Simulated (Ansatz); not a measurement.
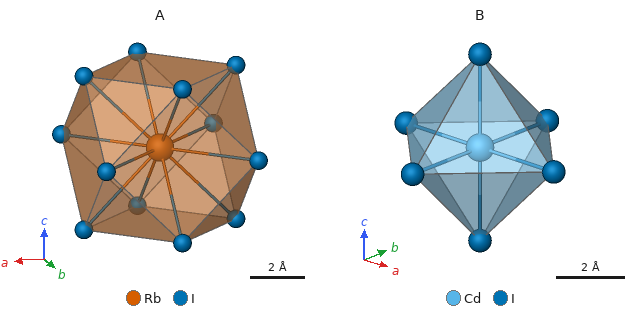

Coordination polyhedra in RbCdI3 (Pm-3m). Shape measures S are computed against regular polyhedra or, for capped shapes, the nearer of the equal-edge and equal-bond forms. Source: coordinates from a relaxation with DFT, r2SCAN+rVV10, plane waves, PAW (Ansatz); the starting structure was generated, so it need not be a known form of this composition.

Which coordination does each panel show?

A. RbI12: an essentially ideal cuboctahedron (coordination number 12, S = 0.00; next best icosahedron, S = 5.3); mean bond 4.17 Å.
B. CdI6: an essentially ideal octahedron (coordination number 6, S = 0.00; next best trigonal prism, S = 16.7); mean bond 2.95 Å.
